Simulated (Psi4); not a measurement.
# C2H6Si (SMILES CC[SiH]): levels of theory compared

Aim: a comparison of 4 runs (HF/cc-pVDZ, PBE/cc-pVDZ, SVWN5/cc-pVDZ, CCSD(T)/cc-pVDZ) of C2H6Si. 

The calculation is run with Psi4 1.11.

2 further runs of the same task are left out: 2 set aside as unsound or not needed.

## 1. The molecule

C2H6Si has 9 atoms, charge 0, and is taken as a singlet. As SMILES, `CC[SiH]`. The C2–Si3 distance was set to 2.458 Å, away from the relaxed value.

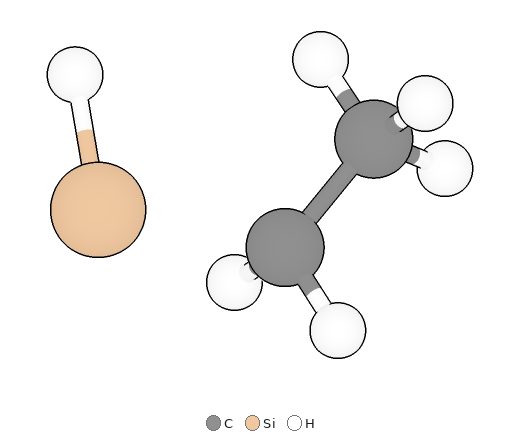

Viewed from a chosen angle; carbon grey, silicon light orange, hydrogen white.

## 2. Energy and forces at HF/cc-pVDZ (run 1)

c2h6si.xyz

```xyz
9
C2H6Si
C     -0.909087     0.434075    -1.029946
C      0.107913    -0.625325    -0.626146
Si     1.475100    -0.358700     1.398700
H     -1.524387     0.111575    -1.874946
H     -0.413487     1.361475    -1.327746
H     -1.573887     0.674775    -0.197746
H      0.735513    -0.926325    -1.471546
H     -0.418487    -1.559225    -0.333846
H      0.401100     0.410600     2.175300
```

run.py

```python
import psi4

psi4.set_memory(2200000000)
psi4.set_num_threads(1)
psi4.core.set_output_file('c2h6si.out', False)

with open('c2h6si.xyz') as f:
    atoms = ''.join(f.readlines()[2:])
molecule = psi4.geometry('0 1\n' + atoms + 'symmetry c1\nno_reorient\nno_com')

psi4.set_options({
    'basis': 'cc-pVDZ',
    'reference': 'rhf',
    'puream': True,
    'e_convergence': 1e-09,
    'd_convergence': 1e-08,
    'scf_type': 'pk',
})

E = psi4.gradient('scf')
print('gradient / Eh bohr^-1')
print(E.np.round(6))
```

Launch:

```sh
$ python run.py
```

c2h6si.out:

```text
[...]
  Running in c1 symmetry.
[...]
  Nuclear repulsion =   85.783083978125489
[...]
  Multiplicity = 1
[...]
  Nalpha       = 16
  Nbeta        = 16
[...]
    Number of basis functions: 76
[...]
   @RHF iter   1:  -367.95003122347089   -1.02155e+00   5.03402e-03 DIIS/ADIIS
[...]
   @RHF iter  13:  -368.05506615441845   -3.06954e-12   3.54865e-09 DIIS
[...]
  @RHF Final Energy:  -368.05506615441845
   => Energetics <=
    Nuclear Repulsion Energy =             85.7830839781254895
    One-Electron Energy =                -676.6791831908647055
    Two-Electron Energy =                 222.8410330583207610
    Total Energy =                       -368.0550661544185118
[...]
  -Total Gradient:
     Atom            X                  Y                   Z
    ------   -----------------  -----------------  -----------------
       1       -0.006943365027    -0.007387668471    -0.008742250942
       2       -0.016198287330     0.015119631248    -0.038847866906
       3        0.032095501775     0.002523292094     0.048203909047
       4       -0.000374830261     0.002694056821     0.000281069310
       5        0.000722236876    -0.000891280875     0.000622147767
       6        0.001333011950    -0.000242019419     0.000889124822
       7       -0.006325984414    -0.005396288123    -0.005008741179
       8       -0.003549564466    -0.007757648894    -0.000456157265
       9       -0.000758719101     0.001337925618     0.003058765348
[...]
```

The script printed:

```text
gradient / Eh bohr^-1
[[-0.006943 -0.007388 -0.008742]
 [-0.016198  0.01512  -0.038848]
 [ 0.032096  0.002523  0.048204]
 [-0.000375  0.002694  0.000281]
 [ 0.000722 -0.000891  0.000622]
 [ 0.001333 -0.000242  0.000889]
 [-0.006326 -0.005396 -0.005009]
 [-0.00355  -0.007758 -0.000456]
 [-0.000759  0.001338  0.003059]]
```

Wall time 9.9 s (1 thread of Intel Xeon Platinum 8488C (Sapphire Rapids), shared host); peak memory 0.35 GiB.

## 3. Energy and forces at PBE/cc-pVDZ (run 2)

run.py

```python
import psi4

psi4.set_memory(2200000000)
psi4.set_num_threads(1)
psi4.core.set_output_file('psi4.out', False)

m = psi4.geometry("""
0 1
C     -0.909087     0.434075    -1.029946
C      0.107913    -0.625325    -0.626146
Si     1.475100    -0.358700     1.398700
H     -1.524387     0.111575    -1.874946
H     -0.413487     1.361475    -1.327746
H     -1.573887     0.674775    -0.197746
H      0.735513    -0.926325    -1.471546
H     -0.418487    -1.559225    -0.333846
H      0.401100     0.410600     2.175300
symmetry c1
no_reorient
no_com
""")

psi4.set_options(dict(puream=True, e_convergence=1e-09, d_convergence=1e-08, scf_type='pk', dft_radial_points=99, dft_spherical_points=590))

e, wfn = psi4.gradient('pbe/cc-pVDZ', molecule=m, return_wfn=True)
print('gradient / Eh bohr^-1')
print(e.np.round(6))
print(f'energy = {wfn.energy():.10f} Eh')
```

Launch:

```sh
$ python run.py
```

psi4.out:

```text
[...]
  Running in c1 symmetry.
[...]
  Nuclear repulsion =   85.783083978125489
[...]
  Multiplicity = 1
[...]
  Nalpha       = 16
  Nbeta        = 16
[...]
    Number of basis functions: 76
[...]
   @RKS iter   1:  -368.41258426902363   -2.20618e-01   1.22075e-02 ADIIS/DIIS
[...]
   @RKS iter  14:  -368.93723872867997   -1.08002e-12   7.62652e-10 DIIS
[...]
  @RKS Final Energy:  -368.93723872867997
   => Energetics <=
    Nuclear Repulsion Energy =             85.7830839781254895
    One-Electron Energy =                -677.1030055861294841
    Two-Electron Energy =                 255.9482462118390060
    DFT Exchange-Correlation Energy =     -33.5655633325148699
    Empirical Dispersion Energy =           0.0000000000000000
    VV10 Nonlocal Energy =                  0.0000000000000000
    Total Energy =                       -368.9372387286799722
[...]
  -Total Gradient:
     Atom            X                  Y                   Z
    ------   -----------------  -----------------  -----------------
       1       -0.013380696772     0.001629036822    -0.011304220115
       2       -0.008929673865    -0.000073480727    -0.033967718261
       3        0.016795677714     0.008696820703     0.043065897350
       4        0.006221869135     0.005170875394     0.009047170093
       5       -0.003912721586    -0.010122766130     0.003667937445
       6        0.008159553752    -0.003106598454    -0.007417802247
       7       -0.013161843503    -0.000876103442     0.003311081336
       8        0.000532845332     0.002710051619    -0.005242293183
       9        0.007674724421    -0.004027777442    -0.001161323945
[...]
```

Standard output:

```text
gradient / Eh bohr^-1
[[-1.3381e-02  1.6290e-03 -1.1304e-02]
 [-8.9300e-03 -7.3000e-05 -3.3968e-02]
 [ 1.6796e-02  8.6970e-03  4.3066e-02]
 [ 6.2220e-03  5.1710e-03  9.0470e-03]
 [-3.9130e-03 -1.0123e-02  3.6680e-03]
 [ 8.1600e-03 -3.1070e-03 -7.4180e-03]
 [-1.3162e-02 -8.7600e-04  3.3110e-03]
 [ 5.3300e-04  2.7100e-03 -5.2420e-03]
 [ 7.6750e-03 -4.0280e-03 -1.1610e-03]]
energy = -368.9372387287 Eh
```

It took 28 s on 1 thread of Intel Xeon Platinum 8488C (Sapphire Rapids), shared host; peak memory 1.4 GiB.

Run 3 isn't shown in full; the table further down has it.

## 4. A single-point energy at CCSD(T)/cc-pVDZ (run 4)

input.inp

```
memory 2200 mb

molecule {
  0 1
  C
  C 1 R2
  Si 2 R3 1 A3
  H 1 R4 2 A4 3 D4
  H 1 R5 4 A5 2 D5
  H 1 R6 5 A6 4 D6
  H 2 R7 1 A7 6 D7
  H 2 R8 7 A8 1 D8
  H 3 R9 2 A9 7 D9

  R2 = 1.523047
  R3 = 2.4577
  A3 = 120.95916
  R4 = 1.093904
  A4 = 112.04433
  D4 = -172.59995
  R5 = 1.092875
  A5 = 107.14328
  D5 = 122.07413
  R6 = 1.091995
  A6 = 107.25916
  D6 = -115.90627
  R7 = 1.095073
  A7 = 111.66655
  D7 = 176.02015
  R8 = 1.111173
  A8 = 104.09712
  D8 = 118.34492
  R9 = 1.532451
  A9 = 94.70986
  D9 = 164.89205
  symmetry c1
  no_reorient
  no_com
}

set {
  basis           cc-pVDZ
  puream          true
  e_convergence   1e-09
  d_convergence   1e-08
  scf_type        pk
  num_frozen_docc 7
}

energy('ccsd(t)')
print_variables()
```

Launch:

```sh
$ psi4 -n 1 input.inp input.out
```

input.out:

```text
[...]
  Running in c1 symmetry.
[...]
  Nuclear repulsion =   85.783080337855580
[...]
  Multiplicity = 1
[...]
  Nalpha       = 16
  Nbeta        = 16
[...]
    Number of basis functions: 76
[...]
   @RHF iter   1:  -367.95003132414877   -1.02155e+00   5.03401e-03 ADIIS/DIIS
[...]
   @RHF iter  13:  -368.05506618341201   -3.52429e-12   3.54864e-09 DIIS
[...]
  @RHF Final Energy:  -368.05506618341201
   => Energetics <=
    Nuclear Repulsion Energy =             85.7830803378555800
    One-Electron Energy =                -676.6791763890887523
    Two-Electron Energy =                 222.8410298678211063
    Total Energy =                       -368.0550661834120092
[...]
 Multipole Moments:
 ------------------------------------------------------------------------------------
     Multipole            Electronic (a.u.)      Nuclear  (a.u.)        Total (a.u.)
 ------------------------------------------------------------------------------------
 L = 1.  Multiply by 2.5417464519 to convert [e a0] to [Debye]
 Dipole X            :         -0.7734221            0.8462946            0.0728725
 Dipole Y            :         -4.2757513            4.1741784           -0.1015729
 Dipole Z            :          5.6006224           -5.6362959           -0.0356735
 Magnitude           :                                                    0.1300002
[...]
      * MP2 total energy                      = -368.434409721863346
[...]
      * CCSD total energy                     = -368.489066885213447
[...]
      * CCSD(T) total energy                  = -368.502740834138081
[...]
```

It took 19 s on 1 thread of Intel Xeon Platinum 8488C (Sapphire Rapids), shared host; peak memory 0.47 GiB.

## 5. Overview of the runs

| run | level | integration grid | properties | energy (Eh) | dipole moment (D) | HOMO energy (eV) | LUMO energy (eV) | wall time |
| --- | --- | --- | --- | --- | --- | --- | --- | --- |
| 1 | HF/cc-pVDZ | – | – | -368.055066 | 0.33 | -8.29 | 0.37 | 9.9 s |
| 2 | PBE/cc-pVDZ | 99 radial × 590 angular | – | -368.937239 | 0.29 | -5.19 | -3.82 | 28 s |
| 3 | SVWN5/cc-pVDZ | 99 radial × 590 angular | (mayer, wiberg, lowdin) | -367.264409 | 0.33 | -5.26 | -3.98 | 22 s |
| 4 | CCSD(T)/cc-pVDZ | – | – | -368.502741 | – | -8.29 | 0.37 | 19 s |

## 6. What came out

| quantity | value |
| --- | --- |
| run 4: total energy | -368.50274 Eh |
| run 4: HOMO energy (Hartree–Fock orbitals) | -8.29 eV |
| run 4: LUMO energy (Hartree–Fock orbitals) | 0.37 eV |
| run 4: HOMO–LUMO gap (Hartree–Fock orbitals) | 8.66 eV |
| run 4: correlation energy (7 core orbitals frozen) | -447.7 mEh |
| run 4: (T) correction | -13.67 mEh |
| run 4: T1 diagnostic | 0.012 |

In words: Over runs 1, 2, 3 the dipole moment (its size) runs from 0.29 D (PBE/cc-pVDZ) to 0.33 D (SVWN5/cc-pVDZ). Over runs 1, 2, 3 the HOMO–LUMO gap runs from 1.28 eV (SVWN5/cc-pVDZ) to 8.66 eV (HF/cc-pVDZ). Exact exchange widens orbital gaps. Totals of different functionals can't be ranked against each other. All runs together took 79 s, the longest 28 s.
